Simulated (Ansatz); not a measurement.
# C$_{3}$H$_{9}$ClSi (SMILES CC(C)[SiH2]Cl): what the fields show

Input

```
crystal:
  periodic: [false, false, false]
  atoms:
    - {symbol: C, position_ang: [0.083721, 0.997681, -1.145274]}
    - {symbol: C, position_ang: [-0.452123, 0.169162, 0.019042]}
    - {symbol: C, position_ang: [-0.748499, -1.268388, -0.399098]}
    - {symbol: Si, position_ang: [0.689631, 0.237738, 1.500771]}
    - {symbol: Cl, position_ang: [2.516681, -0.590452, 1.010822]}
    - {symbol: H, position_ang: [0.252507, 2.040428, -0.865018]}
    - {symbol: H, position_ang: [1.032276, 0.593436, -1.508959]}
    - {symbol: H, position_ang: [-0.620870, 0.986836, -1.982337]}
    - {symbol: H, position_ang: [-1.384977, 0.629591, 0.377079]}
    - {symbol: H, position_ang: [0.162166, -1.775414, -0.729351]}
    - {symbol: H, position_ang: [-1.177528, -1.854327, 0.417575]}
    - {symbol: H, position_ang: [-1.456955, -1.288917, -1.232713]}
    - {symbol: H, position_ang: [0.944158, 1.637452, 1.925591]}
    - {symbol: H, position_ang: [0.147112, -0.543927, 2.640571]}
basis:
  gaussian: {orbitals: def2-TZVPP}
hamiltonian: {xc: pbe0, dispersion: d4}
output: {orbitals: {seedname: orbitals}}
```

Launched as:

```sh
ansatz run in.yaml --threads 4 --pin off --events-out ev --progress --plain --max-ram 10444MiB
```

Geometry: PBE0-D4/def2-TZVP.

Method: Ansatz 0.2.0, RKS PBE0-D4/def2-TZVPP.

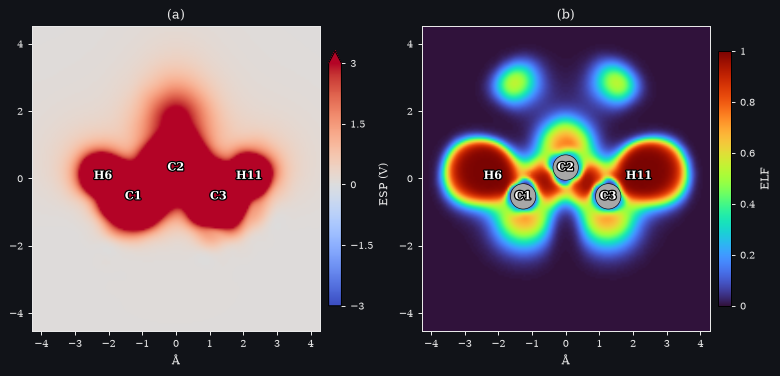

Figure 1. (a) molecular electrostatic potential; (b) ELF on the plane of atoms C1, C2 and C3. Grey discs cover the atomic cores in the ELF map.

**What does the map show?**

The plane passes through C and H nuclei. C–C (1.53 Å): the ELF peaks at about 0.95 between the atoms: a shared electron pair. C–H (1.09 Å): the ELF climbs to about 1 towards the hydrogen, as it does in any bond to H: an ordinary covalent bond to hydrogen. The potential has no marked negative region in this plane.

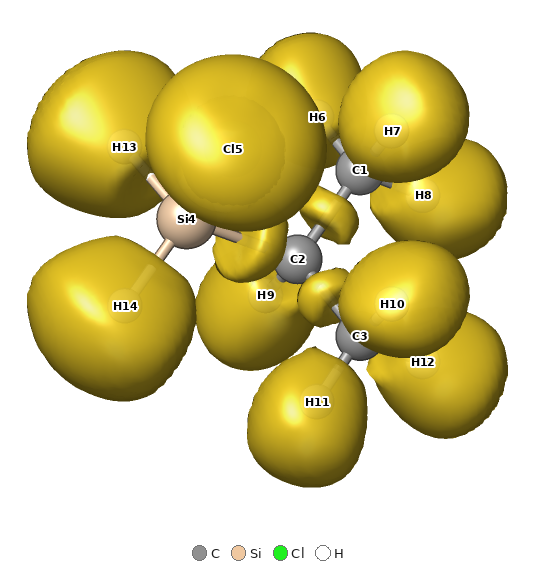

Figure 2. Isosurface of the ELF at 0.8 (yellow), seen at a tilt. Only the valence region is drawn (cores and ρ < 0.01 e/Å³ removed).

**Describe the localisation domains.**

At this value the surface marks out two regions between bonded C–C atoms (shared pairs), one region between bonded C–Si atoms (shared pairs), nine regions around hydrogen nuclei and one region on Cl in which the atom's valence shell and bonds are merged. Along the contacts the grid gives the following. C–Si (1.87 Å): the ELF peaks at about 0.95 between the atoms: a shared electron pair.

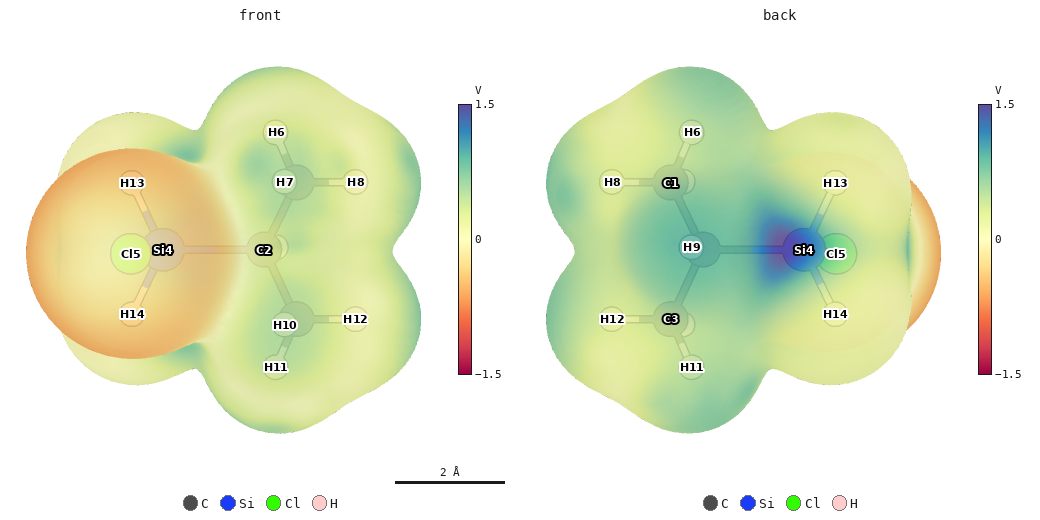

Figure 3. The electrostatic potential painted on the density surface at 0.002 e/bohr³, seen from the front and from behind; red is negative and blue positive.

**Which sites attract a positive test charge, and which a negative one?**

A positive charge is drawn to the negative regions and a negative charge to the positive ones. The most negative region (about −0.6 V, or −14 kcal/mol for a unit charge) lies over Cl5, the most positive (about +1.3 V, or +30 kcal/mol for a unit charge) over Si4.
